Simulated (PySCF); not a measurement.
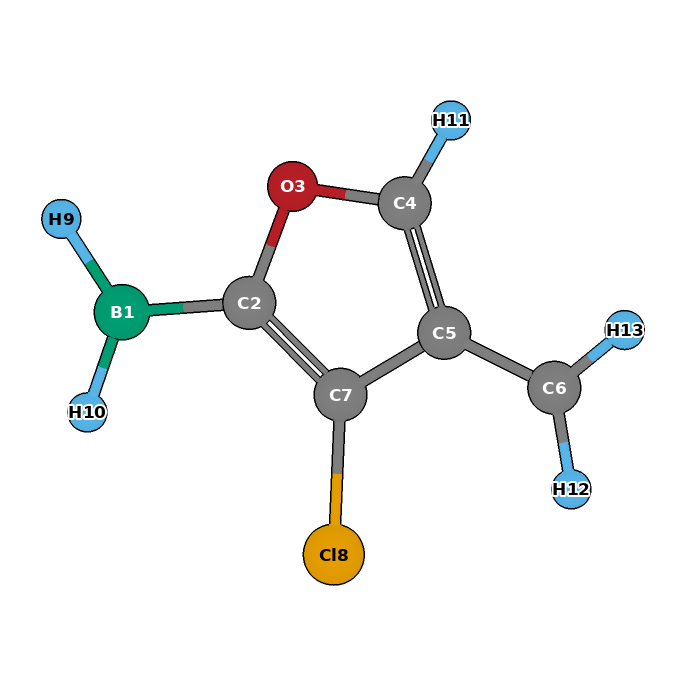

State: neutral, doublet. The computed structure is the end point of a GFN2-xTB optimisation. No frequency run is at hand to confirm it as a minimum. Computed with UKS B3LYP, pcH-1 on B C Cl H O, non-relativistic (PySCF 2.14.0). Fermi-contact and spin-dipolar terms alone, no spin-orbit part.

### Which nucleus has the largest dipolar (anisotropic) hyperfine coupling?

13C at C6: principal values −62.2, −61.1, 123.2 MHz.

List the isotropic and dipolar parts for the most strongly coupled nuclei, one of each equivalent set.

```
atom  isotope  a_iso (MHz)   dipolar part (MHz)
  C6      13C         63.1  −62.2, −61.1, 123.2
  C4      13C         34.3   −31.4, −30.1, 61.5
 H12       1H        −50.2    −29.5, −0.6, 30.1
 H13       1H        −48.8    −28.4, −1.0, 29.4
  C7      13C         17.6   −11.8, −10.7, 22.5
  C5      13C        −45.3     −19.1, 6.3, 12.7
  O3      17O         −5.2      −18.1, 8.6, 9.5
 H11       1H        −25.9    −12.9, −1.9, 14.8
```

The geometry is semi-empirical. Around B such bond lengths and angles can be off by a tenth of an ångström or more and by several degrees, and values that hang on the shape move with them.
